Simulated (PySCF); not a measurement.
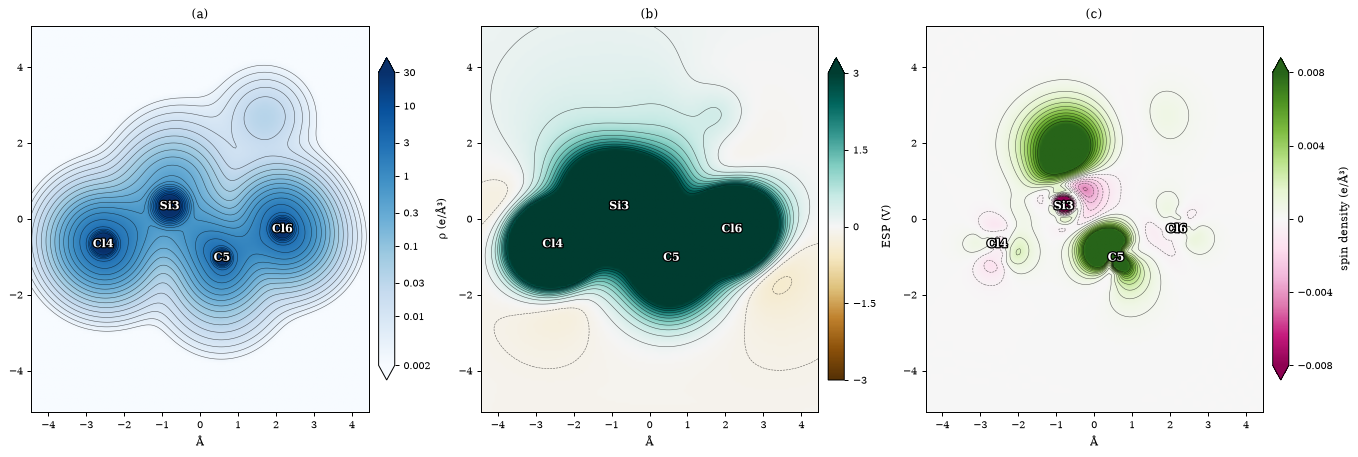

Figure. C₂H₆Cl₃Si₂ (doublet). (a) total electron density; (b) electrostatic potential; (c) spin density on the plane of atoms Cl4, Si3 and C5.

Geometry: GFN2-xTB.

Method: PySCF 2.14.0, density-fitted response routines, UKS B3LYP, pcH-1 on C Cl H Si, non-relativistic, mean-field spin-orbit, GIAO.

```xyz
13

Si    1.9338    0.3896    0.8030
C     0.8555    0.6158   -0.7134
Si   -0.6459   -0.3434   -1.1948
Cl   -1.7577    0.6003   -2.5839
C    -1.7970   -0.5264    0.3592
Cl   -0.9918   -1.5167    1.5889
Cl   -2.2023    1.0605    1.0503
H     3.1870    1.1103    0.5647
H     2.1884   -1.0359    1.0095
H     1.2458    0.9617    1.9636
H     1.1338    1.4228   -1.3778
H    -0.4089   -1.7201   -1.6280
H    -2.7450   -1.0180    0.1409
```

Interpret the plot.

Answer. Atoms in the plane: Si, Cl and C.
C–Cl (1.77 Å): the density is about 1.3 e/Å³ at the midpoint.
Si–Cl (2.01 Å): the density is about 0.97 e/Å³ at the midpoint.
C–Si (1.94 Å): the density is about 0.89 e/Å³ at the midpoint.
The unpaired spin (1 electron) lies mostly on C2 (about 0.7), in electrons by Hirshfeld's partition.
Outside the dense part of the molecule the potential is most negative (−0.5 V) near Cl6.
